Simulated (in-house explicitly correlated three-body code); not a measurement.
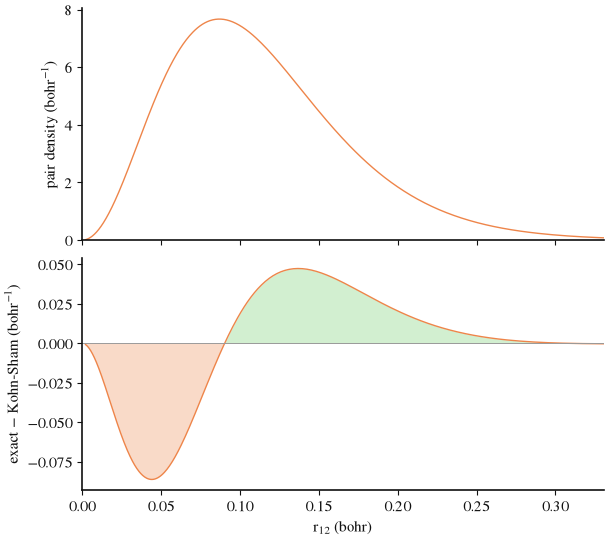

Two electrons around a point charge Z = 19.691. Computed variationally in 260 exponentially correlated functions with an in-house code, non-relativistic, converged to about 10⁻⁸ of the energy. The plot shows the distribution of the distance r₁₂ between the electrons in the ground state (one pair, times 4πr₁₂²) and its difference from that of the Kohn-Sham determinant with the same density, the Coulomb hole.

> Describe both curves.

The pair density peaks near r₁₂ = 0.087 bohr, and ⟨r₁₂⟩ = 0.1138 bohr. Correlation takes weight from short distances: the hole is deepest (−0.086 bohr⁻¹) near 0.044 bohr and first changes sign near 0.090 bohr, moving 0.44 % of the pair outwards. The mean cosine of the angle between the electrons is −0.00676, and the density-functional correlation energy is −46.14 millihartree.
